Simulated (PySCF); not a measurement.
# F2Ge2H6P2 ((GeH3)2PPF2): the cost of one run

The runs use PySCF 2.14.0, with density-fitted response routines of our own; the level of theory stands in each step. All values are computed, except where a source is named. Atoms count from 0, in the outputs and in this text.

### Step 1. The starting structure

12 atoms, charge 0, multiplicity 1; geometry from: GFN2-xTB.

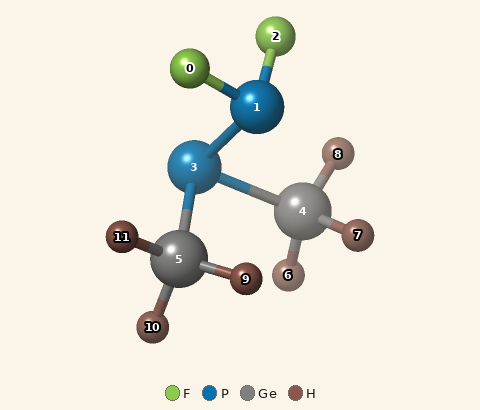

The starting geometry (fluorine green, phosphorus blue, germanium grey, hydrogen brown), atoms numbered.

### Step 2. Optimising the geometry at PBE0-D3(BJ)/def2-SVP

The job: settings as JSON, then the geometry in Å.

```
{"job": {"xc": "PBE0", "basis": "def2-SVP", "d3": "d3bj", "grid": 1, "kind": "geom"}, "charge": 0, "multiplicity": 1}
F      2.439769    -1.326087     1.245908
P      0.825613    -1.289141     1.161863
F      0.689467    -2.845726     0.745220
P      0.645592    -0.429261    -0.827775
Ge    -1.655011    -0.548695    -0.612943
Ge     0.862885     1.670499     0.118785
H     -2.319642     0.298529    -1.656505
H     -2.200884    -0.115781     0.719893
H     -2.104795    -1.961000    -0.835241
H      0.071602     1.895292     1.377420
H      0.444668     2.728745    -0.857724
H      2.301935     1.921940     0.453950
```

Run with:

```
$ OMP_NUM_THREADS=1 python probes_run.py task.json out
```

One launch serves the whole session: the jobs run in the order shown.

Q: Estimate the wall time and peak memory of this first job on 1 thread of AMD EPYC 9R45, shared host.

About 2.4 min, with a peak of 0.77 GiB.
